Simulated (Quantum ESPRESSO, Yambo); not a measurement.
# SrTiO3 (Tausonite): Bethe-Salpeter spectra with Yambo, part 2 of 3

Wanted: excitons and ε₂ of SrTiO3 (Tausonite), with cost.

Quantum ESPRESSO 7.5 and Yambo 5.3.0; PBE and many-body steps on it, plane waves. Known limits of the many-body steps: not at the basis limit; no spin-orbit coupling in some runs; coarse k mesh; bindings not settled in the k mesh.

So far. Step 4 (Screening and self-energy, 4×4×4 mesh, 67 bands …): The gap on the mesh goes from 1.91 eV to 3.54 eV, a correction of +1.63 eV. Step 5 (Empty states on the mesh, 4×4×4 mesh, 66 bands): On this mesh the gap is 1.892 eV.

### 7. Excitons

Optical absorption needs the electron-hole interaction, solved here in a basis of vertical transitions on the mesh.

This step: Bethe-Salpeter equation on PBE with a scissors shift with spin-orbit coupling, plane waves, norm-conserving pseudopotentials.

Input file bse3.in:

```
optics
bss
bse
em1s
dipoles
rim_cut
RandQpts= 1000000
RandGvec= 1 RL
Chimod= "HARTREE"
BSKmod= "SEX"
BSEmod= "resonant"
BSSmod= "d"
BSENGexx= 20 Ry
BSENGBlk= 4 Ry
% BSEQptR
 1 | 1 |
%
% BSEBands
 37 | 46 |
%
% BEnRange
 0 | 6 | eV
%
% BDmRange
 0.1 | 0.1 | eV
%
BEnSteps= 121
% BLongDir
 1 | 0 | 0 |
%
% BndsRnXs
 11 | 66 |
%
NGsBlkXs= 4 Ry
% LongDrXs
 1 | 1 | 1 |
%
% KfnQP_E
 1.626 | 1.0 | 1.0 |
%
WRbsWF
FFTGvecs= 34 Ry
```

On the command line:

```
$ OMP_NUM_THREADS=2 mpirun -n 4 yambo -F bse3.in -J bse3 -C bse3 > bse3.log
```

Output:

```text
 Yambo, version 5.3.0

 [02] CORE Variables Setup
 =========================

  [... cell, symmetries and grids as in the set-up ...]

  [02.05] Energies & Occupations
  ==============================

  [X] === General ===
  [X] Electronic Temperature                        :  0.000000  0.000000 [eV K]
  [X] Bosonic    Temperature                        :  0.000000  0.000000 [eV K]
  [X] Finite Temperature mode                       : no
  [X] El. density                                   :  0.67159E+24 [cm-3]
  [X] Fermi Level                                   :  10.05573 [eV]

  [X] === Gaps and Widths ===
  [X] Conduction Band Min                           :  1.891732 [eV]
  [X] Valence Band Max                              :  0.000000 [eV]
  [X] Filled Bands                                  :   40
  [X] Empty Bands                                   :   41   66
  [X] Direct Gap                                    :  2.231273 [eV]
  [X] Direct Gap localized at k                     :  1
  [X] Indirect Gap                                  :  1.891732 [eV]
  [X] Indirect Gap between kpts                     :  10   1
  [X] Last valence band width                       :  0.737995 [eV]
  [X] 1st conduction band width                     :  2.609691 [eV]

 [03] Transferred momenta grid and indexing
 ==========================================

 [BZ sampling] Q-grid is User defined and/or read from the database

 IBZ Q-points                                      :  10
 BZ  Q-points                                      :   64

 K/Q-points units:
 rlu = crystal or reduced units; cc = cartesian coordinates; iku = interal k-units

 Q [ 1]         [rlu]:  0.000000  0.000000  0.000000
 Q [ 2]         [rlu]:  0.000000  0.000000  0.250000
 Q [ 3]         [rlu]:  0.000000  0.000000 -0.500000
 Q [ 4]         [rlu]:  0.000000  0.250000  0.250000
 Q [ 5]         [rlu]:  0.000000  0.250000 -0.500000
 Q [ 6]         [rlu]:  0.000000 -0.500000 -0.500000
 Q [ 7]         [rlu]:  0.250000  0.250000  0.250000
 Q [ 8]         [rlu]:  0.250000  0.250000 -0.500000
 Q [ 9]         [rlu]:  0.250000 -0.500000 -0.500000
 Q [10]         [rlu]: -0.500000 -0.500000 -0.500000

  [03.01] X + BSE indexes
  =======================

   [03.01.01] Sigma indexes
   ========================

 [04] Coloumb potential Random Integration (RIM)
 ===============================================

  [04.01] RIM initialization
  ==========================

  * Diagonal components only detected *

  8 x (sBL volume)        :  0.077143 [a.u.]
  sBZ random points       :  1000000
  Points outside the sBZ  :   7992674
  RL volume               :  0.617144 [a.u.]
  Integrated volume       :  0.617710 [a.u.]

  [04.02] RIM integrals
  =====================

  Gamma point sphere radius             :  0.077218 [a.u.]
  Points outside the sphere             :   799758
  [Int_sBZ(q=0) 1/q^2]*(Vol_sBZ)^(-1/3) =:  7.677921
                                 should be <:  7.795600

  Summary of Coulomb integrals for non-metallic bands |Q|[au] RIM/Bare

  Q [1] 0.100000E-4 0.984904 * Q [2] 0.212848 1.050352
  Q [4] 0.301012 1.048056 * Q [7] 0.368663 1.034451
  Q [3] 0.425695 1.019613 * Q [5] 0.475942 1.017752
  Q [8] 0.521368 1.015471 * Q [6] 0.602024 1.012155
  Q [9] 0.638543 1.010963 * Q [10] 0.737326 1.008585

 [05] External/Internal QP corrections
 =====================================

 [QP_apply] Action to be applied: USER defined scissor

  [05.01]  QP corrections report
  ==============================

  [K+QP] === General ===
  [K+QP] Electronic Temperature                     :  0.000000  0.000000 [eV K]
  [K+QP] Bosonic    Temperature                     :  0.000000  0.000000 [eV K]
  [K+QP] Finite Temperature mode                    : no
  [K+QP] El. density                                :  0.67159E+24 [cm-3]
  [K+QP] Fermi Level                                :  0.000000 [eV]

  [K+QP] === Gaps and Widths ===
  [K+QP] Conduction Band Min                        :  3.517732 [eV]
[...]
[K+QP] Indirect Gap between kpts                  :  10   1
  [K+QP] Last valence band width                    :  0.737995 [eV]
  [K+QP] 1st conduction band width                  :  2.609691 [eV]

  [coarse-grid] Minimum Bare Gap        [ev]:  1.891732
  [coarse-grid] Minimum Gap Correction  [ev]:  1.626000

  Eqp @ K [ 1]
  -56.39395 -56.39395 -33.10892 -33.10892 -32.70720 -32.70720 -32.45493 -32.45493
  -32.45493 -32.45493 -17.36474 -17.36474 -16.38310 -16.38310 -16.38310 -16.38310
  -15.47687 -15.47687 -14.34269 -14.34269 -14.34269 -14.34269  -2.87331  -2.87331
  -2.788091 -2.788091 -2.788091 -2.788091 -1.177589 -1.177588 -1.177587 -1.177587
  -1.161345 -1.161343 -0.403848 -0.403848 -0.339541 -0.339541 -0.339541 -0.339541
   3.517732  3.517732  3.517732  3.517732  3.546013  3.546013  6.008478  6.008478
[...]
18.35988  18.35992
  Eqp @ K [ 2]
[...]
18.12021  18.12026
  Eqp @ K [ 3]
[...]
16.53436  16.53437
  Eqp @ K [ 4]
[...]
16.63765  16.63766
  Eqp @ K [ 5]
[...]
16.60372  16.60391
  Eqp @ K [ 6]
[...]
13.74893  13.74895
  Eqp @ K [ 7]
[...]
16.89746  16.89757
  Eqp @ K [ 8]
[...]
15.74764  15.74765
  Eqp @ K [ 9]
[...]
10.47544  10.47544  11.60933  11.60933  12.63832  12.63832  14.86843  14.86843
   15.01956  15.01957
  -32.52274 -32.52274 -16.04122 -16.04122 -16.00763 -16.00763 -16.00763 -16.00763
     [... 5 further rows ...]
   11.35845  11.35845  11.35846  11.35846  11.87088  11.87088  15.74946  15.74946
   15.97935  15.97936

 [06] Dipoles
 ============

  [06.01] Setup: observables and procedures
  =========================================

  [WARNING] [x,Vnl] slows the Dipoles computation. To neglect it rename the ns.kb_pp file

  [WARNING] [r,Vnl^pseudo] included in position and velocity dipoles.

  [WARNING] In case H contains other non local terms, these are neglected

 [07] Static Dielectric Matrix
 =============================

 [WR./bse3//ndb.em1s]------------------------------------------------------------
  Brillouin Zone Q/K grids (IBZ/BZ)                :   10   64   10   64
  RL vectors                                       :  1365 [WF]
  Coulomb cutoff potential                         : none
  Electronic Temperature                           :  0.000000 [K]
  Bosonic    Temperature                           :  0.000000 [K]
  Static diel. fun.  energies                      : Perdew, Burke & Ernzerhof(X)+Perdew, Burke & Ernzerhof(C)
  wavefunctions                                    : Perdew, Burke & Ernzerhof(X)+Perdew, Burke & Ernzerhof(C)
  Global Gauge                                     : length
  X matrix size                                    :   81
  X band range                                     :   11   66
  X e/h energy range                               : -1.000000 -1.000000 [eV]
  X Time ordering                                  : T
  X Hxc Kernel                                     : HARTREE
  X Drude frequency                                :  0.000000  0.000000
  X poles                                          :  100.0000 [o/o]
  RL vectors in the sum                            :  1365
  [r,Vnl] included                                 : yes
  Field direction                                  :  0.577350E-5  0.577350E-5  0.577350E-5
  BZ energy Double Grid                            : no
  BZ energy DbGd points                            : 0
  BZ Q point size factor                           : -1.000000
  X Optical Averaged directions                    : none

 [08] Bethe Salpeter Equation driver
 ===================================

  [08.01] Bethe Salpeter Equation @q1
  ===================================

   [08.01.01] Transition pre-analysis @q1
   ======================================

   [08.01.02] Transition Groups build-up @q1
   =========================================

   [BSK] Transition groups (total):  20
   [BSK] Size (resonant):  1536
   [BSK]         (total):  1536
   [BSK] N. of matrices :  1

   [08.01.03] Loading Dipoles @q1
   ==============================

   [08.01.04] Independent Particles properties @q1
   ===============================================

   ==========================================================

   [BSE] Exchange components :   691
   [BSE] Correlation components :   81  301

    [08.01.05.01] Screened interaction header I/O
    =============================================

    [08.01.05.02] Main kernel loop
    ==============================

    [08.01.05.03] Wave-Function Phases
    ==================================

    [BSE] WF phases found       :  13.33333 [o/o]

   [08.01.06] BSE solver(s) @q1
   ============================

   [08.01.07] Diago Solver @q1
   ===========================

 [11] Game Over & Game summary
```

Run time: 39 s. Hardware: 4 MPI ranks of AMD EPYC 7R43, shared host; peak memory 1.3 GiB; 3.5 min of CPU time.

This step gave:

```yaml
transitions_in_the_window: 1536
direct_gap_of_the_transition_levels: 3.857 eV
lowest_state: 3.430 eV
first_strong_exciton_over_a_fiftieth_of_the_strongest_listed: 3.430 eV
binding_of_the_lowest_state_below_the_direct_gap: 0.4268 eV
coulomb_term_of_one_mesh_cell: 0.4196 eV
```

The binding is 1.0 times the screened Coulomb term of one mesh cell (0.42 eV), so it is not shown settled.

The lowest state lies at 3.430 eV, 0.427 eV under the direct gap.

Lines within 3 meV are set at the lowest of them, and the highest group, which the list may cut short, is left out; lines within 3 meV are set at the lowest of them, and the highest group, which the list may cut short, is left out. Lines of the exciton spectrum (strongest = 100):

```csv
position (eV),lines merged,"strength, relative"
3.430,4,100
3.435,2,0.0
3.439,6,55
```

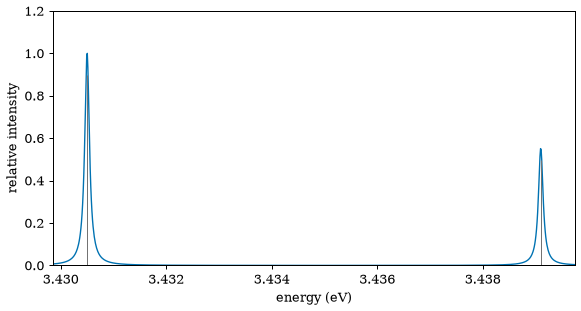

The exciton spectrum, broadened with Lorentzians of width 1.1e-4 eV; bars mark the lines.

The ε₂ has structure finer than the step of the table below, so its rows give means over 0.25 eV, whole bins alone (the curve runs from 0 to 6 eV). Peaks (eV: height): BSE 3.450: 4.41, 3.800: 7.37, 5.250: 9.89; no electron-hole interaction 4.200: 6.69, 5.700: 8.26.

Field along x; broadening 0.1 eV; transition window only. Limits: finite bands, cutoff and mesh; coarse k mesh; exciton not shown settled in the k mesh. Table of ε₂ by photon energy; means over each step:

```csv
photon energy (eV),BSE,no electron-hole interaction
0.25,0.0155,0.0115
0.50,0.0177,0.0129
0.75,0.0205,0.0146
1.00,0.0241,0.0167
1.25,0.0287,0.0192
1.50,0.0348,0.0224
1.75,0.0433,0.0265
2.00,0.0557,0.0319
2.25,0.0750,0.0394
2.50,0.108,0.0502
2.75,0.174,0.0666
3.00,0.350,0.0943
3.25,1.30,0.148
3.50,3.68,0.291
3.75,5.49,1.04
4.00,2.35,2.38
4.25,0.835,5.37
4.50,0.459,2.92
4.75,0.666,0.703
5.00,2.38,0.439
5.25,7.36,0.634
5.50,2.51,2.43
5.75,1.93,5.93
```

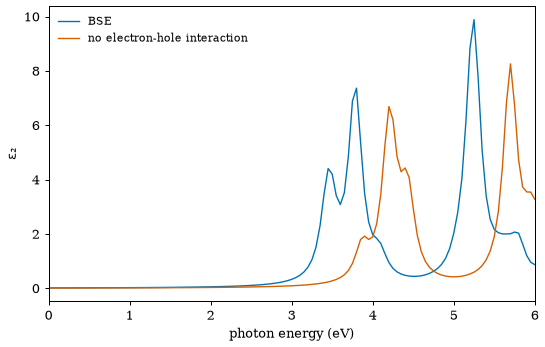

ε₂ against photon energy.

### 8. Empty states on the mesh, 6×6×6 mesh, 66 bands

This step: Quantum ESPRESSO 7.5; DFT, PBE with spin-orbit coupling, plane waves, norm-conserving pseudopotentials.

Input file pw.in:

```
&control
  calculation = 'nscf'
  prefix = 'x'
  outdir = 'o'
  pseudo_dir = 'pseudo'
/
&system
  ibrav = 0
  nat = 5
  ntyp = 3
  ecutwfc = 76.0
  nbnd = 66
  force_symmorphic = .true.
  noncolin = .true.
  lspinorb = .true.
/
&electrons
  conv_thr = 1e-9
  electron_maxstep = 80
  diago_full_acc = .true.
  diago_thr_init = 5e-6
/
ATOMIC_SPECIES
  Sr 87.62 Sr.upf
  Ti 47.867 Ti.upf
  O 15.999 O.upf
CELL_PARAMETERS angstrom
  3.9052800000 0.0000000000 0.0000000000
  0.0000000000 3.9052800000 0.0000000000
  0.0000000000 0.0000000000 3.9052800000
ATOMIC_POSITIONS crystal
  Sr 0.5000000000 0.5000000000 0.5000000000
  Ti 0.0000000000 0.0000000000 0.0000000000
  O 0.5000000000 0.0000000000 0.0000000000
  O 0.0000000000 0.5000000000 0.0000000000
  O 0.0000000000 0.0000000000 0.5000000000
K_POINTS automatic
  6 6 6 0 0 0
```

On the command line:

```
$ OMP_NUM_THREADS=1 mpirun -n 8 pw.x -nk 4 -in pw.in > pw.out
```

Output:

```text
[banner, memory and clock lines left out]
Program PWSCF v.7.5 starts

     Atomic positions and unit cell read from directory:
     o/x.save/

     Message from routine setup:
     using ibrav=0 with symmetry is DISCOURAGED, use correct ibrav instead

     bravais-lattice index     =            0
     lattice parameter (alat)  =       7.3799  a.u.
     unit-cell volume          =     401.9325 (a.u.)^3
     number of atoms/cell      =            5
     number of atomic types    =            3
     number of electrons       =        40.00
[...]
26.7896  26.7896

          k = 0.0000 0.0000 0.1667 (  4525 PWs)   bands (ev):

[...]
26.7944  26.7945

          k = 0.0000 0.0000 0.3333 (  4500 PWs)   bands (ev):

[...]
16.2142  16.2142  16.9080  16.9080  16.9487  16.9487  18.2195  18.2195
    18.5900  18.5900  19.2416  19.2416  19.2741  19.2741  23.9689  23.9689
    25.6454  25.6454

          k = 0.0000 0.0000-0.5000 (  4484 PWs)   bands (ev):

     [... further k-points ...]

     highest occupied, lowest unoccupied level (ev):    10.0557   11.9475

     XML data file, pseudopotentials, collected wavefunctions
```

Run time: 17 s. Hardware: 8 MPI ranks; peak memory 0.7 GiB.

Numbers from this step:

- gap: 1.892 eV
- k of the valence top: -0.5, -0.5, -0.5
- k of the conduction bottom: 0, 0, 0
- least direct gap: 2.231 eV
- k points computed: 20
- lowest point of the top converged band, above the valence top: 12.12 eV

On this mesh the gap is 1.892 eV.

### 9. Conversion and set-up

This step: Yambo 5.3.0; conversion and set-up on PBE with spin-orbit coupling, plane waves, norm-conserving pseudopotentials.

On the command line:

```
$ (cd o/x.save; p2y > p2y.log; mv SAVE ../..); yambo > setup.log
```

Output:

```text
 Yambo, version 5.3.0

 [02] CORE Variables Setup
 =========================

  [02.01] Unit cells
  ==================

  Cell kind             :  CUB
  Atoms in the cell     :  Sr  Ti  O
  number of Sr atoms    :  1
  number of Ti atoms    :  1
  number of O  atoms    :  3

  List of atomic masses
  Mass of Sr    :  87.62000
  Mass of Ti    :  47.86700
  Mass of O     :  15.99900

  List of atomic coordinates    : [cc]
  Sr1       :  3.689955  3.689955  3.689955  order 1
  Ti1       :  0.000000  0.000000  0.000000  order 2
  O1       :  3.689955  0.000000  0.000000  order 3
[...]
K/Q-points units:
 rlu = crystal or reduced units; cc = cartesian coordinates; iku = interal k-units

 Q [ 1]         [rlu]:  0.000000  0.000000  0.000000
 Q [ 2]         [rlu]:  0.000000  0.000000  0.166667
 Q [ 3]         [rlu]:  0.000000  0.000000  0.333333
[...]
Q [ 8]         [rlu]:  0.000000  0.333333  0.333333
 Q [ 9]         [rlu]:  0.000000  0.333333 -0.500000
 Q [10]         [rlu]:  0.000000 -0.500000 -0.500000
     [... 8 further rows ...]
 Q [19]         [rlu]:  0.333333 -0.500000 -0.500000
 Q [20]         [rlu]: -0.500000 -0.500000 -0.500000

  [03.01] X indexes
  =================

   [03.01.01] Sigma indexes
   ========================

 [06] Game Over & Game summary
```

Elapsed: 8.4 s, on 1 MPI rank; peak memory 0.25 GiB.

(Continued in part 3 of 3.)

[Paths, hosts, dates, memory and timing lines, banners, echoed tables and standing remarks are left out of the program output.]

[Logs are printed without paths, hosts, clocks, repeated set-up lines and the standing remarks that a program may print on its own settings, such as how far it seeks lower states.]

[Runs of the session that timed out or met a known fault of the program may be left out.]

[Hosts, paths, dates, database ids (printed as entryN), source tags and the programs' standing remarks are cut or masked in the printed files.]
